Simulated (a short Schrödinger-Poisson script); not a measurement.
Stack: symmetric double-gate stack, SiO2 on p-type Si(100), at 300 K.

| layer | material | thickness (nm) | Na (cm⁻³) |
|---|---|---|---|
| 1 | SiO2 | 3.2 | - |
| 2 | Si | 4 | 1e17 |
| 3 | SiO2 | 3.2 | - |

Constants are typed, rounded textbook-type inputs, not results; the design itself was drawn at random and stands for no fabricated device. SiO2: permittivity 3.9, conduction-band edge (eV) 3.15, gap (eV) 9, electron mass (mₑ) 0.5. Si: permittivity 11.7, conduction-band edge (eV) 0, gap (eV) 1.124, Nv at 300 K (cm⁻³) 3.1e19.

Channel valleys (confinement mass, in-plane density-of-states mass, number): Δ2 0.916, 0.19, 2; Δ4 0.19, 0.417, 4. At the gates, both at one voltage, the conduction-band edge of layer 1 lies 3.25 eV − eVg above the Fermi level of the channel. Gaps are held at their typed values at every temperature. Mesh 0.03 nm at interfaces.

From a short Schrödinger-Poisson script (our own, NumPy): 1D Poisson equation in equilibrium, electrons quantum, Hartree (BenDaniel-Duke, 12 states a valley, the channel's in-plane mass for all, wave functions ending at the dielectric), parabolic valleys, classical holes, full ionisation, no traps, pinning or gate leakage.

Only gate voltages with over 1e8 electrons/cm² are shown.

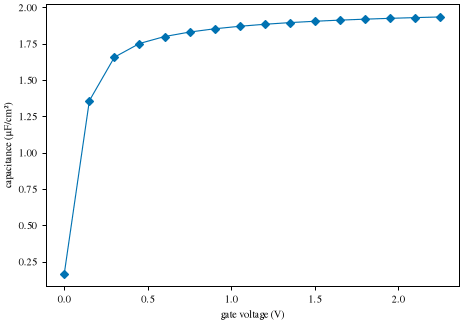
*Quasi-static capacitance against gate voltage*

| Vg (V) | electrons (cm⁻²) | C (μF/cm²) | Δ2 E0 (meV) | Δ2 E1 (meV) | Δ4 E0 (meV) | Δ4 E1 (meV) |
|---|---|---|---|---|---|---|
| 0 | 2.93e10 | 0.168 | 131.3 | 208.2 | 229.4 | 600.2 |
| 0.3 | 2.23e12 | 1.66 | 14.3 | 87.1 | 112.5 | 479.2 |
| 0.6 | 5.50e12 | 1.80 | -15.5 | 51.7 | 82.9 | 444.1 |
| 0.9 | 8.92e12 | 1.85 | -33.7 | 28.2 | 65.3 | 421.1 |
| 1.2 | 1.24e13 | 1.88 | -47.1 | 10.1 | 52.8 | 403.7 |
| 1.5 | 1.60e13 | 1.91 | -57.7 | -4.9 | 43.2 | 389.4 |
| 1.8 | 1.96e13 | 1.92 | -66.8 | -18.0 | 35.4 | 377.3 |
| 2.1 | 2.32e13 | 1.93 | -74.9 | -29.8 | 28.8 | 366.6 |

Subbands count from the Fermi level. The capacitance is that of both gates.
